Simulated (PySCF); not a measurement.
# C4H7P (SMILES C=P/C=C\C): what the fields show

```xyz
12

C     2.7183   -0.2378   -0.2820
P     1.1743   -0.8642   -0.3138
C     0.2318    0.5794    0.2454
C    -1.0907    0.6044    0.3975
C    -2.0134   -0.5337    0.1391
H     3.5521   -0.8567   -0.5671
H     2.9532    0.7727    0.0122
H     0.8144    1.4675    0.4633
H    -1.5675    1.5176    0.7382
H    -2.5642   -0.7819    1.0464
H    -2.7442   -0.2581   -0.6213
H    -1.4630   -1.4098   -0.1955
```

Geometry: GFN2-xTB.

Method: PBE0/pcSseg-1, SCF density, gas phase, non-relativistic in PySCF 2.14.0.

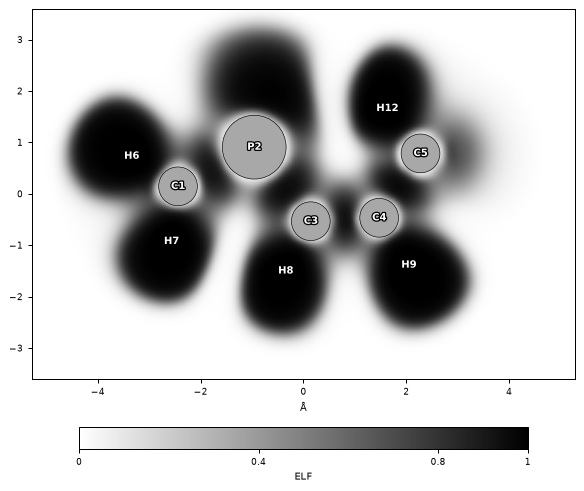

Figure 1. ELF on the plane of atoms C1, P2 and C3. Grey discs cover the atomic cores.

Describe what can be read from this map.

Answer. The plane passes through C, P and H nuclei. C–C (1.33 Å): the ELF peaks at about 0.90 between the atoms; a short, multiple covalent bond. C–P (1.67 Å): the ELF peaks at about 0.90 between the atoms: a covalent bond. C–H (1.08 Å): the ELF climbs to about 1 towards the hydrogen, as it does in any bond to H; an ordinary covalent bond to hydrogen. C–C (1.49 Å): the ELF peaks at about 0.95 between the atoms: localised, covalent bonding. C–P (1.81 Å): the ELF peaks at about 0.95 between the atoms (a covalent bond). The ELF also peaks beside P2, away from the bonds: lone-pair regions.

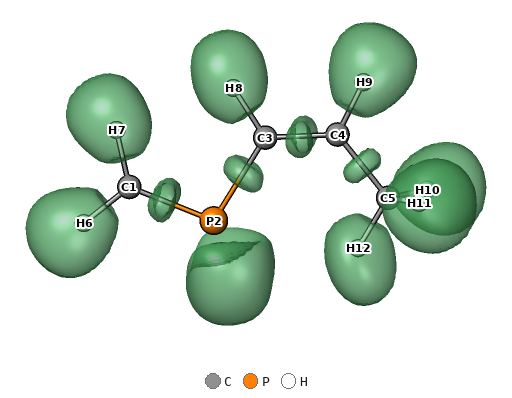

Figure 2. Isosurface of the ELF at 0.85 (green), seen across its widest extent. Core shells and regions of very low density are left out.

What do the ELF domains correspond to?

Answer. The surface consists of two regions between bonded C–C atoms (shared pairs), two regions between bonded C–P atoms (shared pairs), seven regions around hydrogen nuclei and one lobe on P, pointing away from the bonds (lone pairs).

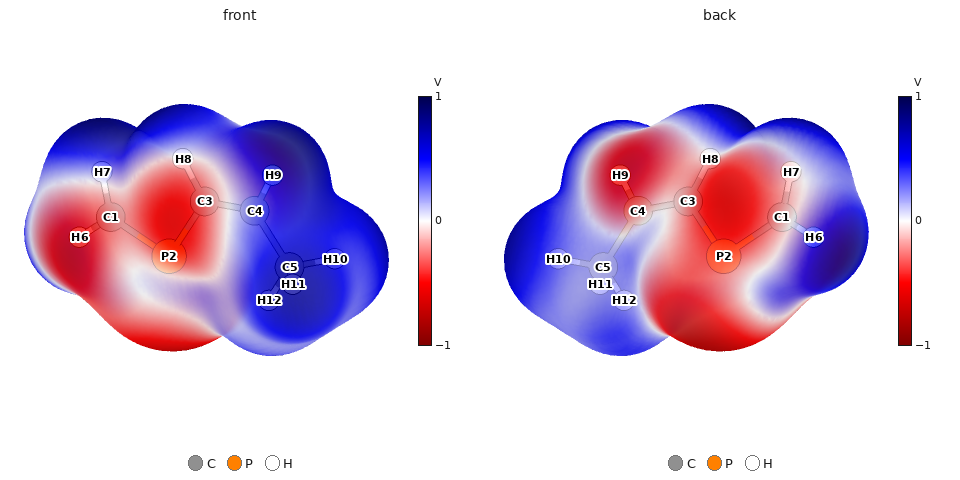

Figure 3. The electrostatic potential painted on the density surface at 0.002 e/bohr³, seen from the front and from behind; the colour scale runs from red (negative) to blue (positive).

Where is the surface potential most negative and most positive?

Answer. The most negative region (about −0.8 V) lies over P2, the most positive (about +0.9 V) over H7, H8 and H9.
